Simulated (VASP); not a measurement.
Band structure of MgH₂ (rutile). Level of theory: vdW-DF2, VASP's PBE PAW potentials (set 64) (plane waves; VASP 6.6.1).

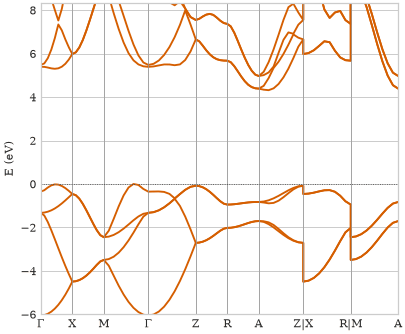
Figure: Bands along high-symmetry lines, zero at the valence-band maximum or, without a gap, the Fermi level

Read the plot: is there a gap, and where are the band edges?

The gap is indirect, 4.32 eV, from the valence maximum at M-Γ at 0.67 to the conduction minimum at A-Z at 0.22. (Edges off the drawn lines would not show.)

The compound is MgH2 in the rutile structure. It was relaxed first.
